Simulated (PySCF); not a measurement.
F6S, SMILES `FS(F)(F)(F)(F)F`.

Method: PBE0/def2-TZVP; geometry: GFN2-xTB; program: PySCF. No frequency check shows the geometry to be a minimum. GFN2-xTB bond lengths at metals and heavier atoms can be off by up to 0.1 Å and shapes distorted, which carries into these values.

Cartesian coordinates (Å):

```
F1      -1.0660   -0.5662    1.0353
S2       0.0001    0.0000   -0.0000
F3      -1.1423    0.1439   -1.0971
F4       0.2968   -1.4791   -0.5031
F5      -0.2970    1.4792    0.5031
F6       1.0662    0.5662   -1.0354
F7       1.1422   -0.1440    1.0972
```

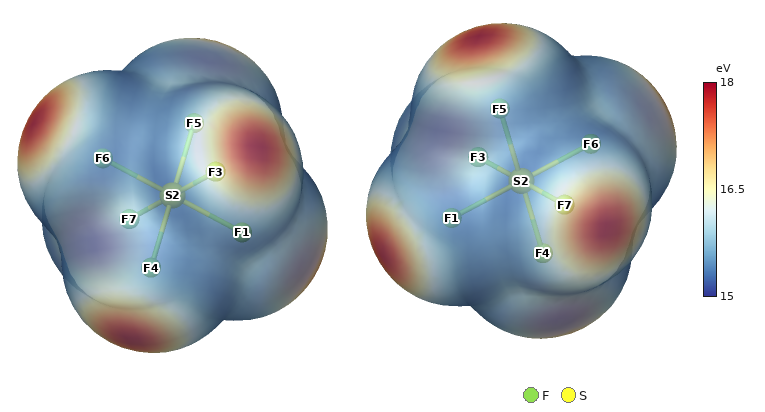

Average local ionisation energy on the surface of electron density 0.001 a.u. (back view left, front view right).

Q: Where are the most loosely bound electrons on this surface?

A: The lowest value is 15.3 eV, 1.7 Å from F3, and at like points elsewhere. For comparison, the highest occupied orbital lies at −12.4 eV.
